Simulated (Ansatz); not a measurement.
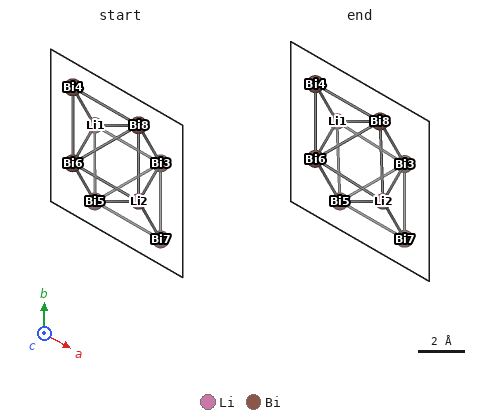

The structure of a crystal of LiBi$_{3}$ (built on the Ni3Sn (D0_19)_194 type) (coarse preliminary run) before (left) and after (right) a relaxation, at one scale.

Style: ball-and-stick. Shown: the cell of the calculation, along the c axis.

Case: Ni3Sn (D0_19) type (P6_3/mmc, No. 194).

Method: Ansatz, DFT PBE, scalar-relativistic, plane waves, PAW. Set-up: plane-wave cutoff 420 eV; k-point mesh 3 × 3 × 4; occupations gaussian; smearing width 0.1 eV; no spin polarisation; cell and atoms relaxed; force threshold 0.04 eV/Å; at most 70 steps.

Summarise the run.

Answer. The largest moves relative to the cell, 0.13 Å, are those of Bi3, Bi4, Bi5, Bi6, Bi7 and Bi8. Bi7 goes along [−1 1 0]. Li stays in place. The volume changes by +9.7 %, with a = b 6.729 → 7.066 Å (+5.0 %), c 5.401 → 5.376 Å (−0.5 %). Near-neighbour distances that change, for instance: Bi3–Bi5 3.371 → 3.763 Å, Li1–Bi3 3.365 → 3.536 Å, Bi3–Bi4 3.329 → 3.456 Å, Bi3–Bi5 (another image) 3.358 → 3.303 Å. The space group stays P6_3/mmc (No. 194). The energy falls by 70.8 meV per atom in 4 accepted moves (5 points after the start). Largest force component: 0.79 eV/Å at the start, 0.013 eV/Å at the end. The pressure goes from 5.37 to 0.17 GPa. At 1 point the geometry stayed and the basis and grid were re-selected for the new cell (energy shift of 0.4 meV per atom at most each time). Cost: 34 s on 1 thread of Arm Neoverse V2 (shared host), peak memory 0.47 GiB.
